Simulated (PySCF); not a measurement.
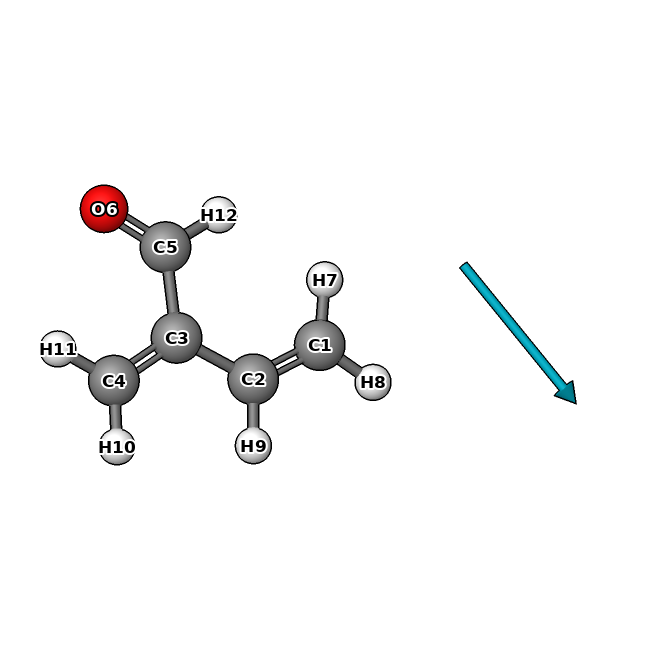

The arrow beside the molecule shows the direction of the dipole moment, from the negative to the positive end (its length means nothing). Computed geometry: GFN2-xTB optimisation. No frequency run is at hand to confirm it as a minimum. Level of theory: ωB97X-D/def2-SVPD, gas phase (PySCF 2.14.0).

Q: How large is the dipole moment?

A: 2.87 D; it points from the side of O6 to the side of H8 (the outermost atoms at the two ends).
